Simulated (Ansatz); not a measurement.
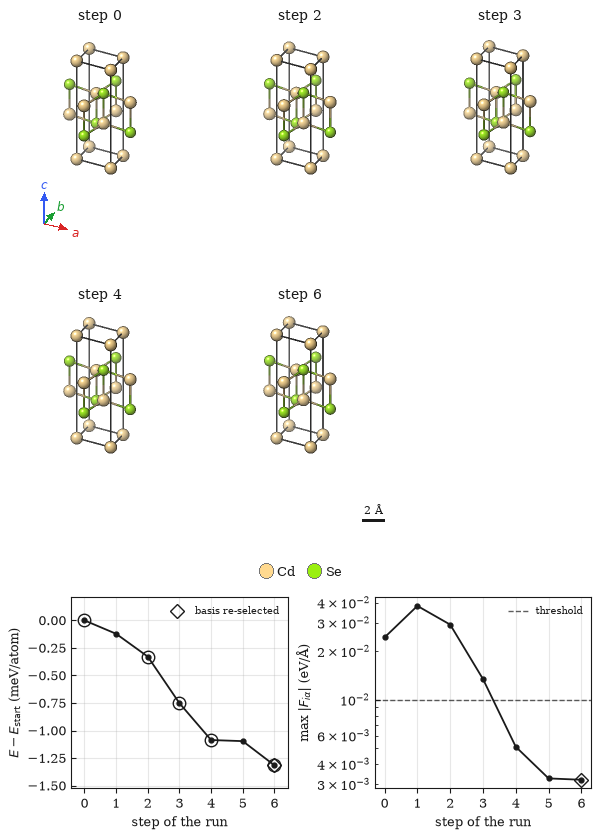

Frames of a relaxation of crystalline Cd3Se2 (built on the A-type sesquioxide_164 type), marked on the history of the run. A ball-and-stick model of the cell of the calculation, seen slightly off an axis.

Case: anti-A-type sesquioxide type (P-3m1, No. 164).

These are results of DFT PBE, scalar-relativistic, plane waves, PAW in Ansatz, not measurements.

Input file:
```yaml
crystal:
  lattice:
    - [4.4691995516, 0.0, 0.0]
    - [-2.2345997758, 3.8704403462, 0.0]
    - [0.0, 0.0, 9.4834022326]
  atoms:
    - { symbol: Cd, position: [0.0, 0.0, 0.0] }
    - { symbol: Cd, position: [0.3333333333, 0.6666666667, 0.6158831093] }
    - { symbol: Cd, position: [0.6666666667, 0.3333333333, 0.3841168907] }
    - { symbol: Se, position: [0.3333333333, 0.6666666667, 0.3110323471] }
    - { symbol: Se, position: [0.6666666667, 0.3333333333, 0.6889676529] }
basis:
  ecutwfc: 420
kpoints:
  mp_grid: { grid: [12, 12, 4] }
hamiltonian:
  xc: pbe
scf:
  occupations: { method: gaussian, width: 0.01 }
output:
  forces: true
  stress: true
  eigenvalues: true
relax:
  adjacent_minimum: "off"
  f_tol: 0.01
  max_steps: 80
  cell: { stress_tol: 0.05 }
```

Command:
```bash
ansatz run input.yaml --threads 1 --pin off --max-ram 2560MiB --backend cpu --events-out ev --progress --plain --runs-dir out
```

### Describe the path.

The largest moves relative to the cell, 0.077 Å, are those of Se4 and Se5. Se5 goes along −c. By element the largest moves are Se 0.077 Å, Cd 0.059 Å. Cell: a = b 4.469 → 4.454 Å (−0.3 %), c 9.483 → 9.970 Å (+5.1 %). Volume +4.4 %. Among the contacts that change: Cd2–Se4 2.891 → 2.903 Å. The space group stays P-3m1 (No. 164). After 5 accepted moves (6 points after the start) the energy has fallen by 1.3 meV per atom. Largest force component: 0.024 eV/Å at the start, 0.0032 eV/Å at the end. The pressure goes from 0.15 to 0.01 GPa. The SCF was repeated once at an unchanged geometry on a basis and grid sized afresh for the cell, which shifted the energy by 0.2 meV per atom at most. The run took 4.2 min on 1 thread of Arm Neoverse V2, with other jobs on the host, peak memory 0.7 GiB. From step 0 to 2: volume +0.4 %, energy −0.3 meV per atom. From step 2 to 3: Se atoms move most (0.03 Å), volume +0.9 %, energy −0.4 meV per atom. From step 3 to 4: Se atoms move most (0.04 Å), volume +2.5 %, energy −0.3 meV per atom. From step 4 to 6: Se atoms move most (0.02 Å), volume +0.7 %, energy −0.2 meV per atom.
